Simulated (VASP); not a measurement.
Band structure of P (black). Level of theory: PBEsol GGA, VASP's PBE PAW potentials (set 64) (plane waves; VASP).

Without a dispersion term in the relaxation, distances and binding between the weakly bound layers, chains or molecules are unreliable, and so is what depends on them.

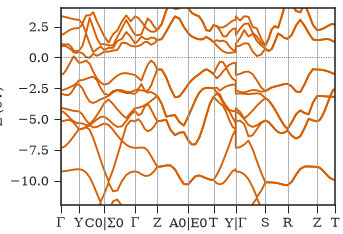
Bands along high-symmetry lines, zero at the valence-band maximum or, without a gap, the Fermi level

**Question.** Read the plot: is there a gap, and where are the band edges?

**Answer.** It has no gap at this level: it comes out as a metal or semimetal. (Edges off the drawn lines would not show.)

Measured: gap 0.35 eV (computed value off by -0.35 eV), as given by Das et al., (2018), arXiv:1807.05623.

The compound is P in the black structure. It was relaxed first, which changed the volume by -6 %.
